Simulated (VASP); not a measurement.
Band structure of W2N (relaxed from the Fe2P structure, space group P-62m). Computed with PBEsol GGA, VASP's PBE PAW potentials (set 64) (plane waves; VASP).

Unless said otherwise, spin-orbit coupling is left out, though it shifts the bands of the heavy elements here.

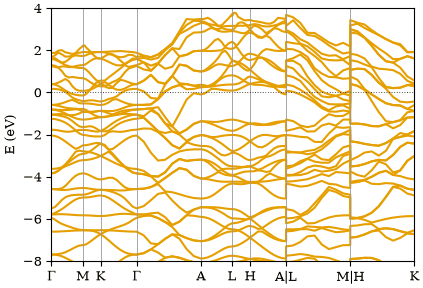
Figure. Bands along high-symmetry lines, zero at the valence-band maximum or, without a gap, the Fermi level

Question: Read the plot: is there a gap, and where are the band edges?

Answer: It has no gap at this level: it comes out as a metal or semimetal. (Edges off the drawn lines would not show.)

The structure was generated: W2N was put into the Fe2P type (P-62m), which need not be its known phase. It was relaxed first, which changed the volume by -5 %. The electron count is odd and the run is not spin-polarised, which forces a metal.
